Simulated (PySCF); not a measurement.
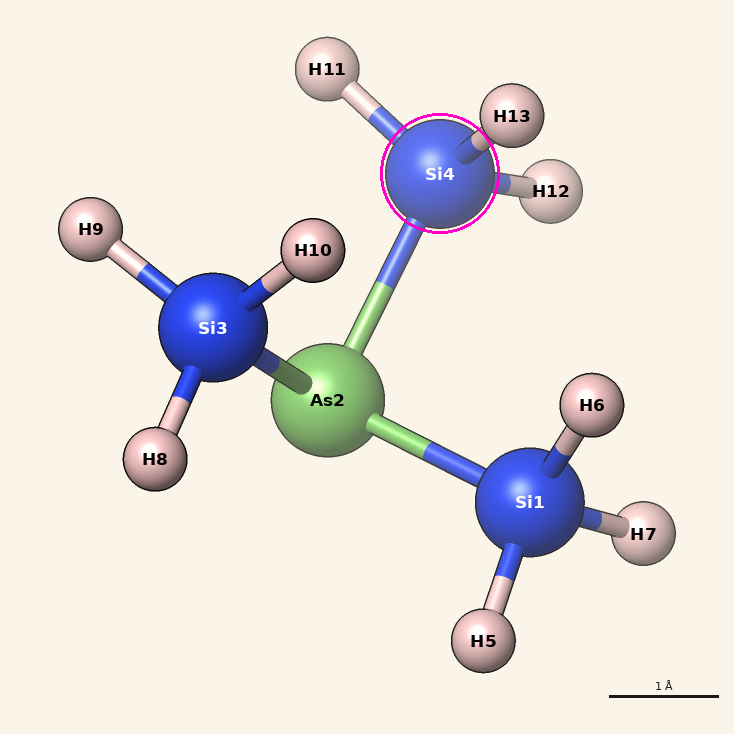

Orthographic view. Atoms fade into the background with distance from the viewer. Computed geometry: PBE0-D3(BJ)/def2-SVP optimisation. No frequency run is at hand to confirm it as a minimum.

Which atoms are bonded to the circled atom?

Answer. The circled atom is Si4; it is bonded to As2, H11, H12, H13.

What is the shortest path along bonds from the circled atom to H9?

Answer. Si4–As2–Si3–H9, 3 bonds; through space the two are 3.84 Å apart.

Of Si1 and H6, which is nearer the viewer?

Answer. H6; the bond to Si1 points away from the viewer, so it looks shorter than its 1.50 Å.

Which atom is farthest from the viewer?

Answer. H12, 2.4 Å behind the mean position.
